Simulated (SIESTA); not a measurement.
Band structure of AlAs (F-43m, 2 atoms in the cell).

```
CELL_PARAMETERS angstrom
      0.00000     2.82712     2.82712
      2.82712     0.00000     2.82712
      2.82712     2.82712     0.00000
ATOMIC_POSITIONS crystal
  Al 0.00000 0.00000 0.00000
  As 0.75000 0.75000 0.75000
```

Method of the run: SIESTA with GGA PBE, numerical atomic orbitals DZP, PseudoDojo PBE standard norm-conserving potentials (rewritten from UPF to PSML).

Settings: XC.functional = GGA; XC.authors = PBE; potentials = PseudoDojo PBE standard; PAO.BasisSize = DZP; PAO.EnergyShift = 0.01 Ry; MeshCutoff = 300 Ry; kgrid.MonkhorstPack = 10 10 10; OccupationFunction = FD; ElectronicTemperature = 10 K; MaxSCFIterations = 150; SCF.Mixer.Method = Broyden; SCF.Mixer.Weight = 0.25; SCF.Mixer.History = 6; SCF.DM.Tolerance = 1.0E-05.

The starting cell comes from a database of computed structures (which also holds hypothetical and non-ambient phases and stackings), without a prior relaxation at this level. Its lattice was rescaled by a random factor within 2.5 % of one. Values carry the incompleteness of an atom-centred basis.

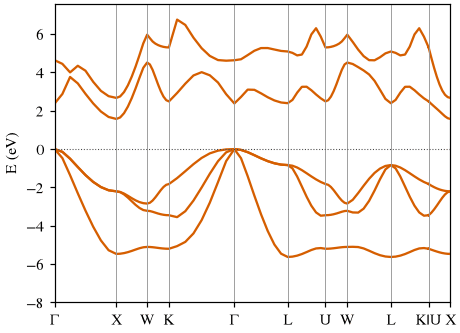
*Bands along the path, energies from the top of the valence band on the path.*

Task: Read off roughly the gap and where its edges lie.

Result: The gap along the path is about 1.6 eV (computed: 1.57 eV), from Γ to X; the smallest direct gap on it is 2.38 eV.

Levels in eV from the top of the valence band on the path, bands 6 to 10:
```
point       6      7      8      9    10
-----  ------  -----  -----  -----  ----
Γ      -11.85   0.00   0.00   0.00  2.38
X       -9.88  -5.47  -2.21  -2.20  1.57
W       -9.86  -5.10  -3.22  -2.84  4.51
K       -9.92  -5.20  -3.45  -1.82  2.49
L      -10.44  -5.63  -0.83  -0.83  2.39
U       -9.92  -5.20  -3.45  -1.82  2.49
```

Higher empty bands are left out: an atom-centred basis made for the valence describes them poorly.
